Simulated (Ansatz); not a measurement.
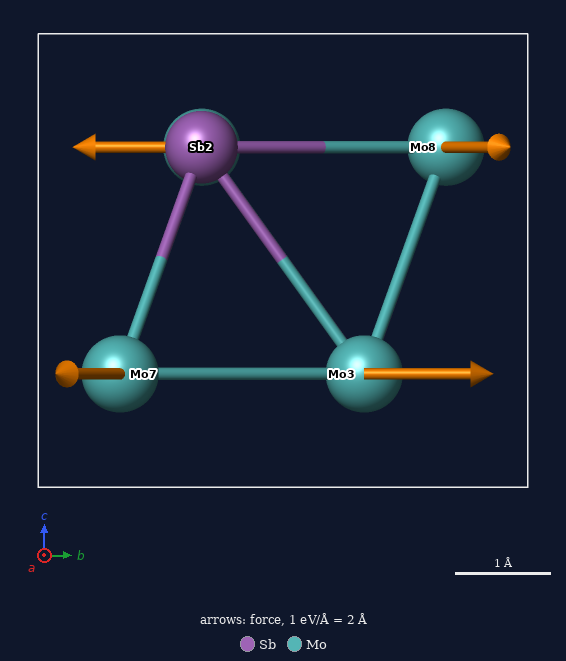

Starting geometry of solid SbMo3 (built on the Ni3Sn (D0_19)_194 type) (coarse preliminary run) with the computed forces as orange arrows. The picture is a ball-and-stick view of the cell of the calculation, seen along the a axis.

Case: Ni3Sn (D0_19) type (P6_3/mmc, No. 194).

Theory: DFT PBE, scalar-relativistic, plane waves, PAW (Ansatz 0.2.0). Settings: plane-wave cutoff 420 eV; k-point mesh 3 × 3 × 4; occupations gaussian; smearing width 0.1 eV; no spin polarisation; cell and atoms relaxed; force threshold 0.04 eV/Å; at most 70 steps.

Question: Is this structure relaxed? If not, where do the atoms go?

Answer: It isn't relaxed: the largest force vector, on Mo atoms, is 0.68 eV/Å. The atoms end up moving mostly along the starting forces (cosine between the two patterns 1.00). After 5 accepted moves (6 points after the start) the energy has fallen by 0.858 eV per cell of the calculation. The largest force component goes from 0.68 to 0.0024 eV/Å. The pressure goes from −14.23 to −0.02 GPa. At 1 point the geometry stayed and the basis and grid were re-selected for the new cell (energy shift of 3.3 meV per cell of the calculation at most each time). The largest moves relative to the cell, 0.044 Å, are those of Mo atoms. Sb stays in place. Cell: a = b 5.946 → 5.672 Å (−4.6 %), c 4.773 → 4.845 Å (+1.5 %). Volume −7.7 %. Near-neighbour distances that change, for instance: Mo–Mo 2.979 → 2.765 Å, Mo–Sb 2.973 → 2.836 Å, Mo–Mo 2.967 → 2.907 Å, Mo–Mo 2.942 → 2.901 Å. The space group stays P6_3/mmc (No. 194).
